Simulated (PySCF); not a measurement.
System: C6H12FNSi.

```xyz
21

C    -1.6912    1.2001   -1.1276
Si   -1.4922   -0.0582    0.2837
C    -2.4174   -1.6673   -0.1223
C     0.3644   -0.4723    0.5068
C     1.2166    0.7594    0.7791
C     2.6920    0.3912    0.9694
F     3.4216    1.5139    1.3153
C     3.2330   -0.1796   -0.2520
N     3.6286   -0.6241   -1.2267
H    -2.7387    1.3626   -1.3620
H    -1.2643    2.1645   -0.8680
H    -1.2029    0.8585   -2.0365
H    -1.9921    0.5166    1.5465
H    -3.4728   -1.4766   -0.2885
H    -2.0247   -2.1384   -1.0188
H    -2.3396   -2.3875    0.6860
H     0.4863   -1.1784    1.3303
H     0.7415   -0.9723   -0.3877
H     0.8801    1.2671    1.6848
H     1.1423    1.4646   -0.0508
H     2.8206   -0.3270    1.7933
```

Geometry: GFN2-xTB.

Computed with PBE0/pcSseg-1, SCF density, gas phase, non-relativistic in PySCF.

**What will maps of the electron density and electron localisation function show?**

C–F (1.38 Å): the density is about 2.1 e/Å³ at the midpoint, with its minimum of 1.7 e/Å³ about 0.5 Å from C; the ELF peaks at about 0.85 between the atoms; a polar covalent bond.
C–Si (1.90 Å): ρ is about 0.92 e/Å³ halfway; the ELF peaks at about 0.95 between the atoms, as expected for localised, covalent bonding.
C–H (1.09 Å): ρ at the midpoint is about 1.9 e/Å³; the ELF climbs to about 1 towards the hydrogen, as it does in any bond to H; an ordinary covalent bond to hydrogen.
C–C (1.52 Å): ρ is about 1.6 e/Å³ halfway; the ELF peaks at about 0.95 between the atoms, as expected for a covalent bond.

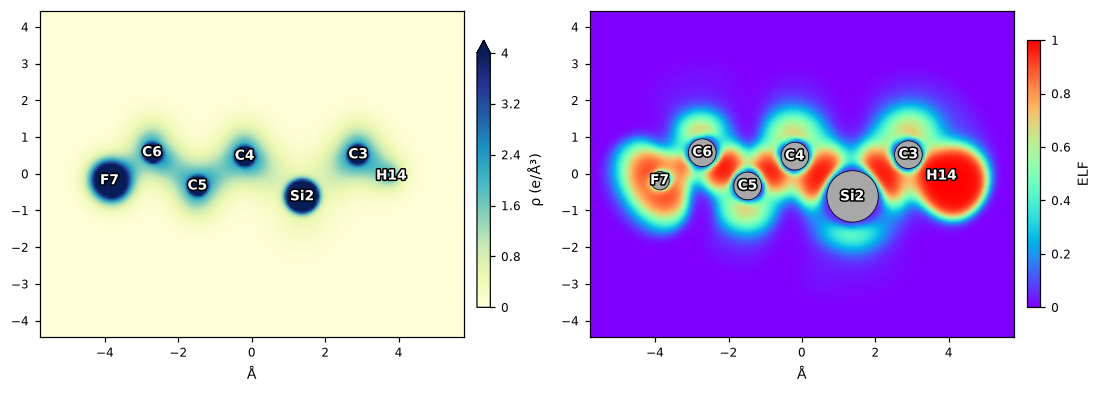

Computed electron density and electron localisation function on the plane of atoms C4, C5 and C6, in this order. Grey discs cover the atomic cores in the ELF map. 
